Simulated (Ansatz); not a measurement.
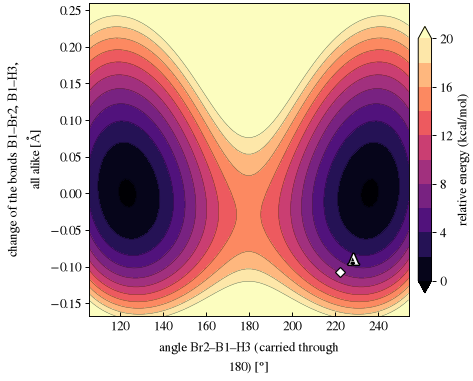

BBrH, SMILES [BH]Br, spin multiplicity 2. First axis: angle Br2–B1–H3 (carried through 180). Second axis: change of the bonds B1–Br2, B1–H3, all alike. Nothing is relaxed (all other coordinates rigid). Grid: 15 × 15 points; 120 points were computed and 105 follow by symmetry. Points are written as (first, second). Energies: kcal/mol, counted from the lowest grid point. All numbers below come from UKS PBE0-D4/def2-TZVP (Ansatz).

In the figure: filled contours, one colour for all values above the top of the scale, the point A. Between grid points the surface is interpolated.

Q: Is A at rest? If not, where is it pushed?

A: A, at (222.5°, −0.107 Å), is not a stationary point. The computed force is 0.19 kcal/mol for each degree towards larger values of the first coordinate and 133 kcal/mol for each Å towards larger values of the second coordinate.
